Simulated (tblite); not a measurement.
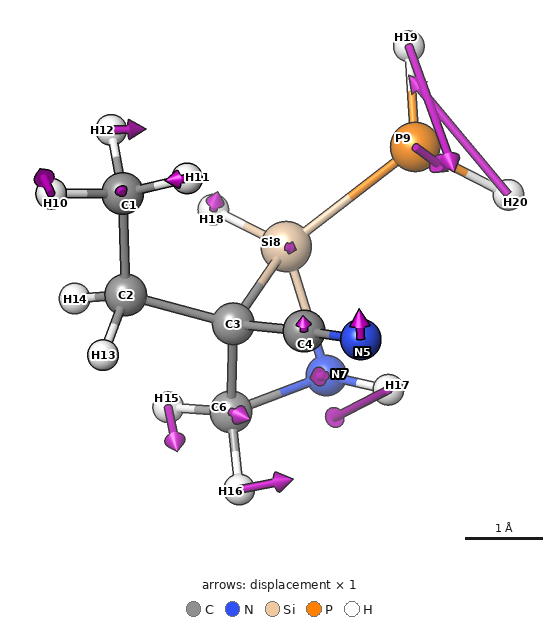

This is a relaxation of C₅H₁₁N₂PSi. The starting structure is drawn; purple arrows show the displacements, at their true length. The two geometries are superimposed by the best rigid fit.

A ball-and-stick model, seen from a free direction.

All numbers below come from tblite, GFN2-xTB geometry optimisation, gas phase. 

> What happened in the run?

The largest move after the best rigid fit is that of H19, 2.31 Å. Largest moves by element: H 2.31 Å, P 0.72 Å, N 0.43 Å, C 0.38 Å, Si 0.17 Å. Near-neighbour distances that change, for instance: C3–Si8 1.858 → 1.951 Å, P9–H19 1.445 → 1.383 Å, N7–Si8 1.771 → 1.716 Å, N7–H17 1.053 → 1.006 Å. Bond angles that change, for instance: Si8–N7–H17 110.0° → 137.2°, Si8–P9–H19 113.6° → 95.4°, H19–P9–H20 107.7° → 92.9°. Groups turn about C3–C6 by about 30°, C3–Si8 by about 20°, C1–C2 by about 20°. Over 257 geometry steps the energy falls by 198.8 kJ/mol. The run took 5.9 s on 1 thread of Intel(R) Xeon(R) Processor @ 2.70GHz, with other jobs on the host.
